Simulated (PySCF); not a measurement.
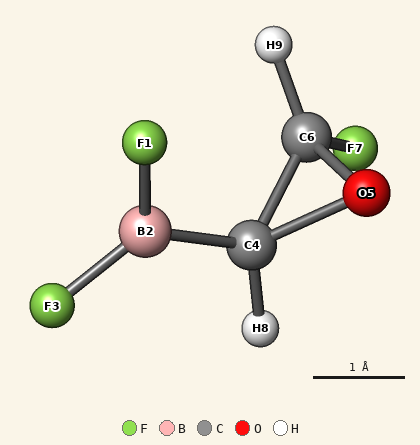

Figure 1. The input geometry of run A (ball-and-stick view, seen at a tilt; atoms are numbered from 1 in the order of the input).

# Two runs on C2H2BF3O

System: C2H2BF3O.
Method of run A: GIAO B97-D/pcSseg-2 NMR shielding, non-relativistic, gas phase (PySCF 2.14.0).

The geometry comes from this level: PBE0-D3(BJ)/def2-SVP. Text and figures count atoms from 1; the logs count them from 0 in places.

Input, run A:
```
{"job": {"kind": "nmr", "xc": "B97-D", "basis": "pcSseg-2", "pop": false}, "charge": 0, "multiplicity": 1}
F      1.459247     1.533174     0.499715
B      1.405679     0.345511    -0.062668
F      2.530221    -0.317497    -0.226953
C      0.039992    -0.279297    -0.478960
O     -1.041611     0.650959    -0.737795
C     -1.146278    -0.109954     0.378911
F     -2.085757    -1.065662     0.359221
H      0.017655    -1.171041    -1.118019
H     -1.120824     0.398566     1.352220
```

The first line tells a small driver script what to run in PySCF; the rest is the geometry in Å.

Launched with:
```bash
OMP_NUM_THREADS=1 python <driver script> task.json out
```

Hardware: 1 CPU thread, shared host.

Output (run A):
```
coarse grid: 8848 points
cycle   1  E = -476.8614994782  dE =  1.092e+00  |g| = 1.100e+00  |ddm| = 2.144e+00
cycle   2  E = -476.2304294124  dE =  6.311e-01  |g| = 2.231e+00  |ddm| = 1.874e+00
cycle   3  E = -477.0344406857  dE = -8.040e-01  |g| = 2.499e-01  |ddm| = 1.469e+00
cycle   4  E = -477.0446696246  dE = -1.023e-02  |g| = 1.200e-01  |ddm| = 1.946e-01
cycle   5  E = -477.0469195382  dE = -2.250e-03  |g| = 3.343e-02  |ddm| = 6.791e-02
cycle   6  E = -477.0471292200  dE = -2.097e-04  |g| = 9.824e-03  |ddm| = 2.529e-02
cycle   7  E = -477.0471482200  dE = -1.900e-05  |g| = 2.762e-03  |ddm| = 7.217e-03
cycle   8  E = -477.0471495610  dE = -1.341e-06  |g| = 1.005e-03  |ddm| = 2.464e-03
final grid: 90392 points
cycle   9  E = -477.0304293385  dE = -2.574e-04  |g| = 2.838e-02  |ddm| = 7.197e-02
cycle  10  E = -477.0301487413  dE =  2.806e-04  |g| = 5.185e-02  |ddm| = 3.349e-02
cycle  11  E = -477.0305351156  dE = -3.864e-04  |g| = 2.458e-03  |ddm| = 2.375e-02
cycle  12  E = -477.0305362177  dE = -1.102e-06  |g| = 9.252e-04  |ddm| = 2.155e-03
cycle  13  E = -477.0305363585  dE = -1.408e-07  |g| = 2.368e-04  |ddm| = 5.910e-04
cycle  14  E = -477.0305363677  dE = -9.237e-09  |g| = 5.996e-05  |ddm| = 1.814e-04
cycle  15  E = -477.0305363682  dE = -5.081e-10  |g| = 2.944e-05  |ddm| = 4.349e-05
converged SCF energy = -477.0305363682

GIAO shielding tensors (ppm)
atom      isotropic    diamagn.    paramagn.     s11        s22        s33       span
  0 F      254.411     469.014    -214.603     81.729    293.884    387.621    305.892
  1 B       73.001     194.776    -121.775     54.469     79.080     85.453     30.984
  2 F      244.654     467.288    -222.634     63.123    294.535    376.302    313.179
  3 C      134.785     250.331    -115.546     85.405    134.704    184.246     98.840
  4 O      244.392     390.803    -146.411    103.881    259.743    369.552    265.671
  5 C       85.589     244.146    -158.557     36.399     73.055    147.313    110.914
  6 F      327.493     467.486    -139.993    246.638    320.404    415.438    168.801
  7 H       29.086      30.453      -1.367     23.238     28.605     35.416     12.179
  8 H       25.963      29.308      -3.345     20.413     26.556     30.919     10.506
```

For run B the input was changed thus:
```diff
-"xc": "B97-D"
+"xc": "OPBE"
```

Predict how the results change.

The total energies belong to different methods, so their difference says nothing on which is more stable or more accurate. The HOMO goes from −7.33 to −7.25 eV. The LUMO goes from −1.71 to −1.64 eV. The dipole moment goes from 0.93 to 0.85 D. Of all shieldings, the largest change is that of C4, by +6.1 ppm. The functional changes from B97-D to OPBE. The SCF takes 16 iterations against 15.

Output (run B):
```
coarse grid: 8848 points
cycle   1  E = -476.9223471379  dE =  1.062e+00  |g| = 9.442e-01  |ddm| = 2.137e+00
cycle   2  E = -476.4980126200  dE =  4.243e-01  |g| = 1.851e+00  |ddm| = 1.628e+00
cycle   3  E = -477.0523676418  dE = -5.544e-01  |g| = 2.153e-01  |ddm| = 1.215e+00
cycle   4  E = -477.0602126126  dE = -7.845e-03  |g| = 9.679e-02  |ddm| = 1.644e-01
cycle   5  E = -477.0617121207  dE = -1.500e-03  |g| = 2.815e-02  |ddm| = 5.801e-02
cycle   6  E = -477.0618655627  dE = -1.534e-04  |g| = 8.036e-03  |ddm| = 2.228e-02
cycle   7  E = -477.0618776064  dE = -1.204e-05  |g| = 2.489e-03  |ddm| = 5.955e-03
cycle   8  E = -477.0618786784  dE = -1.072e-06  |g| = 8.696e-04  |ddm| = 2.156e-03
final grid: 90392 points
cycle   9  E = -477.0535795375  dE = -3.540e-04  |g| = 3.433e-02  |ddm| = 7.953e-02
cycle  10  E = -477.0529479730  dE =  6.316e-04  |g| = 6.938e-02  |ddm| = 4.690e-02
cycle  11  E = -477.0537425576  dE = -7.946e-04  |g| = 8.644e-03  |ddm| = 3.567e-02
cycle  12  E = -477.0537560007  dE = -1.344e-05  |g| = 1.812e-03  |ddm| = 5.325e-03
cycle  13  E = -477.0537565008  dE = -5.001e-07  |g| = 4.773e-04  |ddm| = 1.138e-03
cycle  14  E = -477.0537565482  dE = -4.744e-08  |g| = 1.373e-04  |ddm| = 3.899e-04
cycle  15  E = -477.0537565517  dE = -3.520e-09  |g| = 4.905e-05  |ddm| = 1.092e-04
cycle  16  E = -477.0537565521  dE = -3.557e-10  |g| = 1.643e-05  |ddm| = 3.698e-05
converged SCF energy = -477.0537565521

GIAO shielding tensors (ppm)
atom      isotropic    diamagn.    paramagn.     s11        s22        s33       span
  0 F      249.680     469.997    -220.317     73.343    289.811    385.886    312.543
  1 B       74.430     195.990    -121.559     56.222     81.300     85.769     29.547
  2 F      239.789     468.395    -228.606     54.724    290.193    374.451    319.727
  3 C      140.919     252.929    -112.011     92.908    141.257    188.591     95.684
  4 O      248.243     391.110    -142.867    112.096    266.963    365.669    253.573
  5 C       91.493     246.327    -154.834     43.476     79.275    151.728    108.252
  6 F      327.280     466.518    -139.238    249.374    318.433    414.033    164.659
  7 H       28.907      30.250      -1.343     22.927     28.279     35.515     12.588
  8 H       25.827      29.422      -3.595     20.167     26.324     30.990     10.824
```

The two runs side by side:

| quantity | run A | run B |
| --- | --- | --- |
| outcome | converged | converged |
| total energy (hartree) | −477.030536 | −477.053757 |
| HOMO (eV) | −7.33 | −7.25 |
| LUMO (eV) | −1.71 | −1.64 |
| dipole moment (D) | 0.93 | 0.85 |
| shielding of F1 (ppm) | 254.4 | 249.7 |
| shielding of B2 (ppm) | 73.0 | 74.4 |
| shielding of F3 (ppm) | 244.7 | 239.8 |
| shielding of C4 (ppm) | 134.8 | 140.9 |
| shielding of O5 (ppm) | 244.4 | 248.2 |
| shielding of C6 (ppm) | 85.6 | 91.5 |
| shielding of F7 (ppm) | 327.5 | 327.3 |
| SCF iterations | 15 | 16 |
| basis functions | 280 | 280 |
| wall time (shared host) | 44 s | 46 s |
